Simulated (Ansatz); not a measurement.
# ClFIIn (SMILES [F][In]([Cl])[I]): what the fields show

Input file:

```
crystal:
  periodic: [false, false, false]
  atoms:
    - { symbol: F, position_ang: [0.5558, 1.217, 1.2746] }
    - { symbol: In, position_ang: [-0.1731, -0.3542, -0.0064] }
    - { symbol: Cl, position_ang: [1.4722, -2.0814, 0.3076] }
    - { symbol: I, position_ang: [-1.7994, 1.1583, -1.5961] }
basis:
  gaussian: { orbitals: def2-SVP }
hamiltonian:
  xc: { name: BHLYP }
relax:
  f_tol: 0.02
  max_steps: 40
scf:
  lower_state_search: "off"
output:
  orbitals: {}
```

Command:

```sh
ansatz run input.yaml --threads 1 --pin off --max-ram 2048MiB --backend cpu --events-out ev --progress --plain --runs-dir out
```

The fields are those of the relaxed geometry.

Core potentials replace the inner electrons of In and I.

The calculation used RKS BHLYP/def2-SVP (Ansatz).

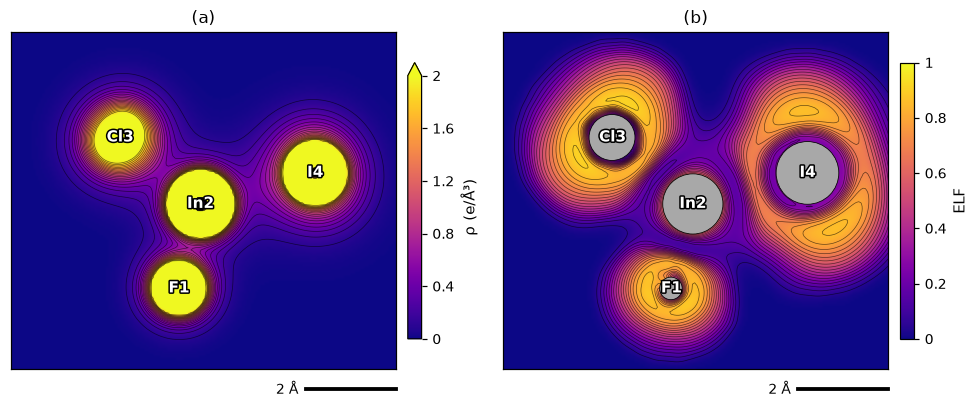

Figure 1. (a) electron density; (b) electron localisation function on the molecular plane. Grey discs cover the atomic cores in the ELF map.

**What do the fields say about this system?**

- The section cuts through F, In, Cl and I sites.
- In–F (1.94 Å): the density is about 0.73 e/Å³ at the midpoint; the ELF peaks at about 0.80 in the valence shell of F, 0.5 Å from its nucleus, and drops to about 0.10 between the two atoms.
- In–Cl (2.32 Å): ρ is about 0.53 e/Å³ halfway; the ELF peaks at about 0.80 in the valence shell of Cl, 0.8 Å from its nucleus, and drops to about 0.15 between the two atoms.
- In–I (2.63 Å): ρ at the midpoint is about 0.47 e/Å³; the ELF peaks at about 0.65 in the valence shell of I, 1.2 Å from its nucleus, and drops to about 0.15 between the two atoms.
- The ELF also peaks beside F1, I4 and Cl3, away from the bonds: lone-pair regions.

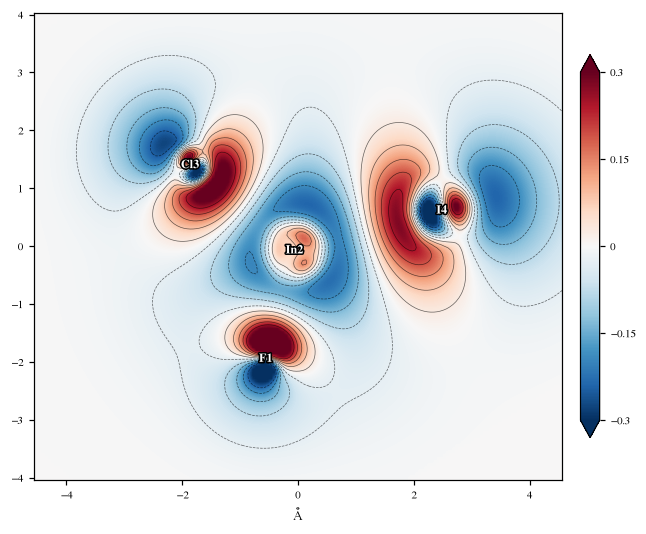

Figure 2. The LUMO on the molecular plane (values in Å⁻³ᐟ²; the overall sign is arbitrary).

**Describe this orbital and give its energy.**

Its weight (Hirshfeld) is mainly on In2 (about 50 %), I4 (about 30 %), Cl3 (about 15 %) and F1 (about 10 %); it is symmetric in the molecular plane (an in-plane orbital: σ, lone-pair or in-plane π type). Its energy is −2.20 eV.

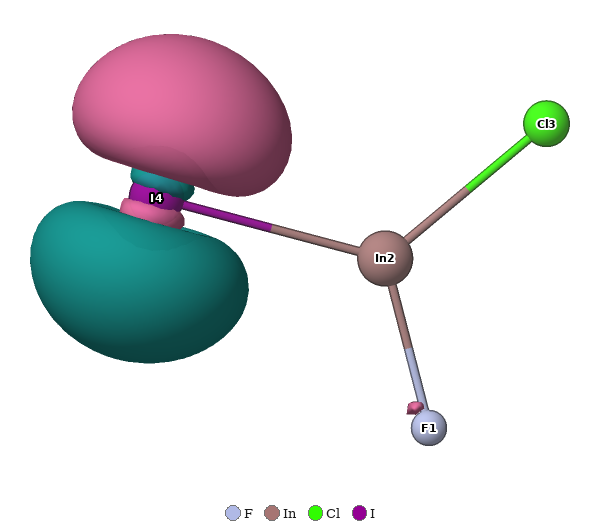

Figure 3. One frontier orbital at ±0.15 Å⁻³ᐟ² (teal and pink are the two phases), seen across its widest extent.

**Which orbital is it: HOMO or LUMO?**

The HOMO, at −9.33 eV. Its weight (Hirshfeld) is mainly on I4 (about 90 %); it is symmetric in the molecular plane (an in-plane orbital: σ, lone-pair or in-plane π type); largely a lone pair of I4.
